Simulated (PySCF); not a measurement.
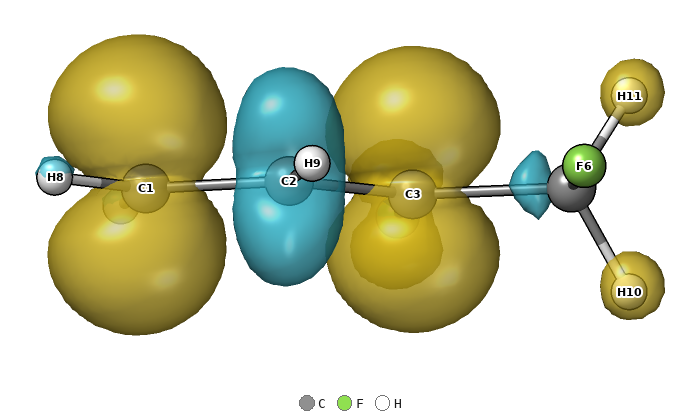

Figure 1: C$_{4}$H$_{5}$F$_{2}$ (doublet). Isosurfaces of the spin density (α minus β) at +0.03 (yellow) and −0.03 e/Å³ (cyan), seen from one side.

Geometry: GFN2-xTB.

All numbers below come from UKS B3LYP, pcH-1 on C F H, non-relativistic, mean-field spin-orbit, GIAO (PySCF 2.14.0, density-fitted response routines).

```xyz
11

C     2.0752   -0.0881   -0.1474
C     0.7592   -0.4547   -0.0872
C    -0.2925    0.4132    0.1110
F    -0.0686    1.7393    0.2610
C    -1.7435    0.0761    0.1907
F    -1.9489   -1.2653    0.0431
H     2.3685    0.9405   -0.0393
H     2.8461   -0.8180   -0.3039
H     0.4835   -1.4936   -0.1981
H    -2.1624    0.3677    1.1657
H    -2.3113    0.5855   -0.6024
```

### Describe the spin distribution.

The unpaired spin (1 electron) lies mostly on C1 (about 0.4) and C3 (about 0.4), in electrons by Hirshfeld's partition.
